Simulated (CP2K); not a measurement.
**C2HF5O (SMILES FC(F)OC(F)(F)F) at GFN1-xTB**

What is the energy change on altering one bond length of C2HF5O at GFN1-xTB? 

The results are computed with CP2K 2026.2.

3 further runs of the same task are left out: 1 that didn't finish, 2 set aside as unsound or not needed.

**1. The molecule**

C2HF5O has 9 atoms, charge 0, and is taken as a singlet. SMILES: `FC(F)OC(F)(F)F`. Geometry: a rough force-field guess. This is one conformer, not always the lowest.

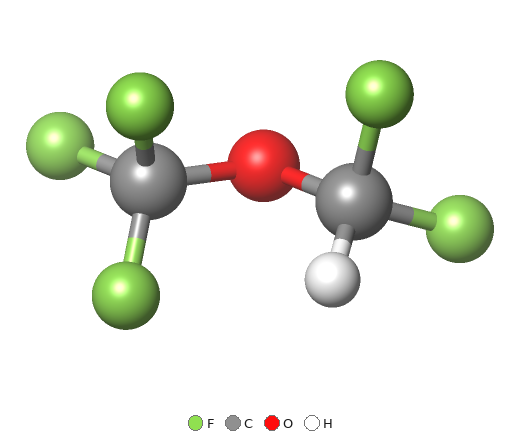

Viewed from a chosen angle; fluorine green, carbon grey, oxygen red, hydrogen white.

**2. The energy at GFN1-xTB**

molecule.xyz

```xyz
9

F      0.988400    -0.788700     1.442800
C     -0.107300    -0.946200     0.593200
F     -0.310200    -2.283900     0.494700
O      0.336400    -0.488600    -0.682700
C      0.082600     0.877600    -0.723200
F      0.786600     1.507200     0.264300
F      0.513100     1.362500    -1.894900
F     -1.187800     1.196300    -0.557500
H     -1.013300    -0.482500     1.046200
```

run.inp

```
&GLOBAL
  PROJECT_NAME run
  RUN_TYPE ENERGY
  PRINT_LEVEL MEDIUM
&END

&FORCE_EVAL
  METHOD QS
  &DFT
    &QS
      METHOD XTB
      EPS_DEFAULT 1.0E-10
      &XTB
        GFN_TYPE 1
        CHECK_ATOMIC_CHARGES F
      &END
    &END
    &POISSON
      PERIODIC NONE
      POISSON_SOLVER ANALYTIC
    &END
    &SCF
      SCF_GUESS ATOMIC
      EPS_SCF 1.0E-06
      MAX_SCF 40
      &OT
        MINIMIZER CG
        PRECONDITIONER FULL_ALL
      &END
      &OUTER_SCF
        EPS_SCF 1.0E-06
        MAX_SCF 10
      &END
    &END
    &PRINT
      &MOMENTS
        PERIODIC F
        REFERENCE COM
        MAX_MOMENT 1
      &END
      &MO_CUBES
        NLUMO 5
        NHOMO -1
        WRITE_CUBE F
      &END
      &HIRSHFELD OFF
      &END
    &END
  &END
  &SUBSYS
    &CELL
      ABC 10.2 11.8 11.3
      PERIODIC NONE
    &END
    &TOPOLOGY
      COORD_FILE_NAME molecule.xyz
      COORD_FILE_FORMAT XYZ
      &CENTER_COORDINATES
      &END
    &END
  &END
&END
```

Command:

```sh
$ OMP_NUM_THREADS=1 cp2k.psmp -i run.inp > run.out 2>&1
```

What it wrote:

```text
CP2K| version string:                                       CP2K version 2026.2
[...]
 GLOBAL| Method name                                                        CP2K
[...]
 GLOBAL| Run type                                                         ENERGY
[...]
                             - Atoms:                                          9
[...]
                             - Spherical basis functions:                     34
[...]
 Number of electrons:                                                         50
[...]
     1 OT CG       0.15E+00    0.0     0.22669357       -34.4048128123 -3.44E+01
[...]
    19 OT CG       0.86E-01    0.0     0.00000066       -35.1881296361 -5.19E-11
  *** SCF run converged in    19 steps ***
[...]
 TB_DIPOLE| Moment [Debye]         -2.01661443       0.45528322       0.53667183
 TB_DIPOLE| Derivative [a.u.]       0.00000000       0.00000000       0.00000000
[...]
 ENERGY| Total FORCE_EVAL ( QS ) energy [hartree]            -35.188129636113551
[...]
```

It took 1.7 s on 1 thread of AMD EPYC 7R43 (Zen 3), shared host; peak memory 0.19 GiB.

**3. The distorted shape, same level**

molecule.xyz

```xyz
9

F      1.191306     0.549038     1.541303
C      0.095606     0.391538     0.691703
F     -0.310200    -2.283900     0.494700
O      0.539306     0.849138    -0.584197
C      0.285506     2.215338    -0.624697
F      0.989506     2.844938     0.362803
F      0.716006     2.700238    -1.796397
F     -0.984894     2.534038    -0.458997
H     -0.810394     0.855238     1.144703
```

gas.inp

```
&GLOBAL
    PROJECT gas
    RUN_TYPE ENERGY
    PRINT_LEVEL MEDIUM
&END

&FORCE_EVAL
    METHOD Quickstep
    &DFT
        CHARGE 0
        MULTIPLICITY 1
        &QS
            METHOD XTB
            EPS_DEFAULT 1.0E-10
            &XTB
                GFN_TYPE 1
                CHECK_ATOMIC_CHARGES F
            &END
        &END
        &POISSON
            PERIODIC NONE
            POISSON_SOLVER ANALYTIC
        &END
        &SCF
            SCF_GUESS ATOMIC
            EPS_SCF 1.0E-06
            MAX_SCF 40
            &OT ON
                MINIMIZER CG
                PRECONDITIONER FULL_ALL
            &END
            &OUTER_SCF
                EPS_SCF 1.0E-06
                MAX_SCF 10
            &END
        &END
        &PRINT
            &MOMENTS
                PERIODIC F
                REFERENCE COM
                MAX_MOMENT 1
            &END
            &MO_CUBES
                NLUMO 5
                NHOMO -1
                WRITE_CUBE F
            &END
            &HIRSHFELD OFF
            &END
        &END
    &END
    &SUBSYS
        &CELL
            ABC [angstrom] 10.2 13.1 11.3
            PERIODIC NONE
        &END
        &TOPOLOGY
            COORD_FILE_NAME molecule.xyz
            COORD_FILE_FORMAT XYZ
            &CENTER_COORDINATES
            &END
        &END
    &END
&END
```

Command:

```sh
$ OMP_NUM_THREADS=1 cp2k.psmp gas.inp > gas.out
```

What it wrote:

```text
CP2K| version string:                                       CP2K version 2026.2
[...]
 GLOBAL| Method name                                                        CP2K
[...]
 GLOBAL| Run type                                                         ENERGY
[...]
                             - Atoms:                                          9
[...]
                             - Spherical basis functions:                     34
[...]
 Number of electrons:                                                         50
[...]
     1 OT CG       0.15E+00    0.0     0.25689751       -33.9603980768 -3.40E+01
[...]
    26 OT CG       0.77E-01    0.0     0.00000100       -35.0042937630 -1.04E-10
  *** SCF run converged in    26 steps ***
[...]
 TB_DIPOLE| Moment [Debye]         -1.23377774       3.33526365       0.73184802
 TB_DIPOLE| Derivative [a.u.]       0.00000000       0.00000000       0.00000000
[...]
 ENERGY| Total FORCE_EVAL ( QS ) energy [hartree]            -35.004293763012548
[...]
```

Wall time 1.7 s (1 thread of AMD EPYC 7R43 (Zen 3), shared host); peak memory 0.19 GiB.

**4. What came out**

Level: GFN1-xTB.

```
                                                         quantity         value
                                        first shape: total energy  -35.18813 Eh
           first shape: dipole moment (from atomic charges alone)        2.14 D
                                         first shape: HOMO energy     -15.25 eV
                                   first shape: dispersion energy  -5.82 kJ/mol
                                    distorted shape: total energy  -35.00429 Eh
       distorted shape: dipole moment (from atomic charges alone)        3.63 D
                                     distorted shape: HOMO energy     -13.55 eV
                               distorted shape: dispersion energy  -5.82 kJ/mol
energy change with the C2–F3 bond stretched from 1.357 to 2.713 Å      5.002 eV
```

In words: One bond (distorted shape) is far stretched, which a spin-restricted single reference describes badly. With the C2–F3 bond stretched from 1.357 to 2.713 Å the energy rises by 5.00 eV (115 kcal/mol). The first shape isn't relaxed at this level, so the change isn't measured from a minimum. A restricted reference can't describe the breaking bond well at this length. The dipole (first shape) comes from point charges on the atoms alone, without atomic dipoles, so it is partial. The dipole (distorted shape) comes from point charges on the atoms alone, without atomic dipoles, so it is partial.
